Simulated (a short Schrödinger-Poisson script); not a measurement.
Stack: MOS inversion layer, Si3N4 on p-type GaAs, at 300 K.

| layer | material | thickness (nm) | Na (cm⁻³) |
|---|---|---|---|
| 1 | Si3N4 | 1.4 | - |
| 2 | GaAs | 510 | 9.3e17 |

Constants are typed, rounded textbook-type inputs, not results; the design itself was drawn at random and stands for no fabricated device. Si3N4: permittivity 7.5, conduction-band edge (eV) 1.97, gap (eV) 5.1, electron mass (mₑ) 0.5. GaAs: permittivity 12.9, conduction-band edge (eV) 0, gap (eV) 1.424, Nv at 300 K (cm⁻³) 9e18.

Channel valleys (confinement mass, in-plane density-of-states mass, number): Γ 0.067, 0.067, 1. At the gate the conduction-band edge of layer 1 lies 2.16 eV − eVg above the Fermi level of the channel; the field vanishes at the back. Gaps are held at their typed values at every temperature. Mesh 0.03 nm at interfaces.

Solved with a short Schrödinger-Poisson script written for these runs: 1D Poisson equation in equilibrium, electrons quantum, Hartree (BenDaniel-Duke, 12 states a valley, the channel's in-plane mass for all, wave functions free to enter the dielectric), parabolic valleys, classical holes, full ionisation, no traps, pinning or gate leakage.

Only gate voltages with over 1e8 electrons/cm² are shown.

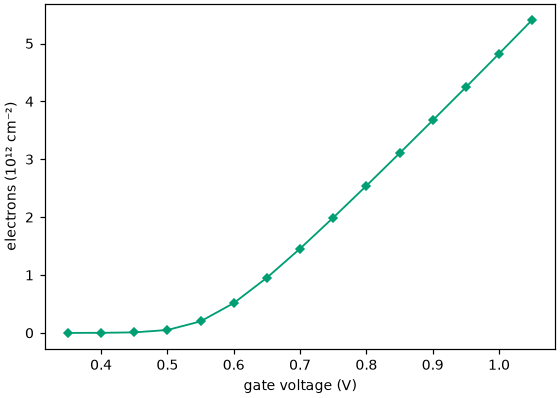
Figure. Sheet density against gate voltage

```csv
Vg (V),electrons (cm⁻²),C (μF/cm²),Γ E0 (meV),Γ E1 (meV)
0.35,2.99e8,0.239,201.5,414.4
0.45,9.65e9,0.279,111.4,330.1
0.55,2.00e11,0.908,29.7,254.4
0.65,9.54e11,1.62,-26.0,206.3
0.75,1.99e12,1.82,-69.4,171.1
0.85,3.10e12,1.88,-110.4,138.1
0.95,4.25e12,1.92,-151.2,105.4
1.05,5.41e12,1.96,-191.8,73.1
```

Subbands count from the Fermi level.

Above a few 1e12 electrons/cm² a light Γ valley is non-parabolic and upper valleys begin to fill, which the model leaves out.
